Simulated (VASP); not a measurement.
Band structure of Sc (hcp). Method: AM05 GGA, VASP's PBE PAW potentials (set 64) (plane waves; VASP).

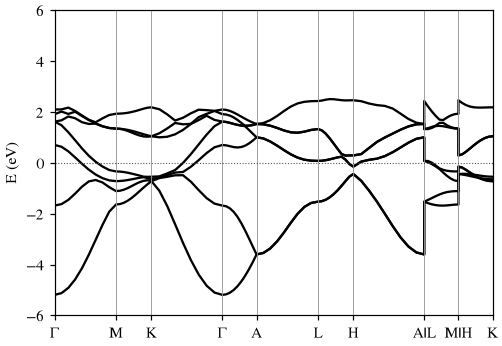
*Bands along high-symmetry lines, zero at the valence-band maximum or, without a gap, the Fermi level*

Q: Read the plot: is there a gap, and where are the band edges?

A: It has no gap at this level: it comes out as a metal or semimetal. (Edges off the drawn lines would not show.)

The compound is Sc in the hcp structure. It was relaxed first.
